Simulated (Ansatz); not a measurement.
```yaml
atoms:
  - { symbol: Si, position_ang: [-0.4684, -0.0759, -0.4520] }
  - { symbol: H, position_ang: [0.2464, 0.5914, 2.0268] }
  - { symbol: O, position_ang: [1.0529, -0.5277, -0.0704] }
  - { symbol: H, position_ang: [1.2282, -1.4633, 0.0772] }
  - { symbol: F, position_ang: [-0.4270, 1.5222, -0.5514] }
  - { symbol: F, position_ang: [-0.8973, -0.6116, -1.9103] }
  - { symbol: S, position_ang: [-1.9789, -0.7869, 0.8928] }
  - { symbol: H, position_ang: [-2.7388, -1.2363, -0.1359] }
  - { symbol: H, position_ang: [-0.4058, 0.7631, 2.2782] }
```

Not at a stationary point (largest force 1.7 eV/Å).

Theory: Ansatz, RKS PBE0-D4/def2-SVP.

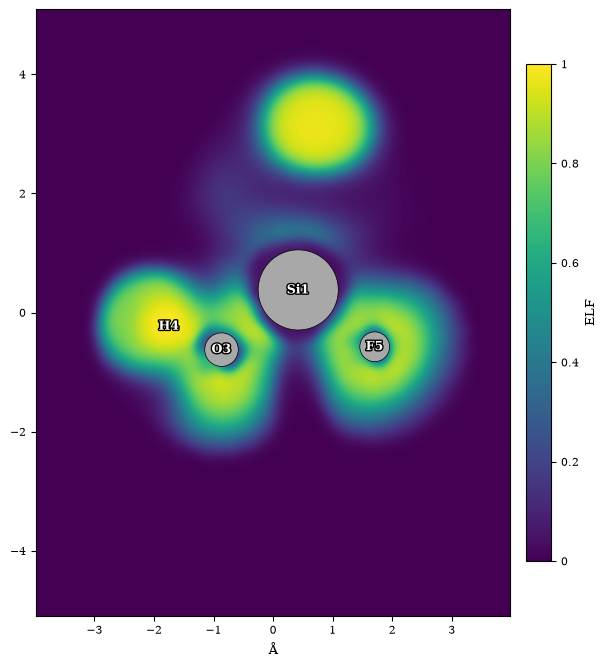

F2H2OSSi···H2. ELF on the plane of atoms Si1, O3 and H4. Grey discs cover the atomic cores.

Q: Read the bonding off the picture.

A:
- Atoms in the plane: Si, O, H and F.
- Si–F (1.60 Å): the ELF peaks at about 0.85 in the valence shell of F, 0.5 Å from its nucleus, and is about 0.45 at the midpoint.
- Si–O (1.63 Å): the ELF peaks at about 0.90 between the atoms (a polar covalent bond).
- O–H (0.96 Å): the ELF climbs to about 1 towards the hydrogen, as it does in any bond to H: an ordinary covalent bond to hydrogen.
- The ELF also peaks beside O3 and F5, away from the bonds: lone-pair regions.
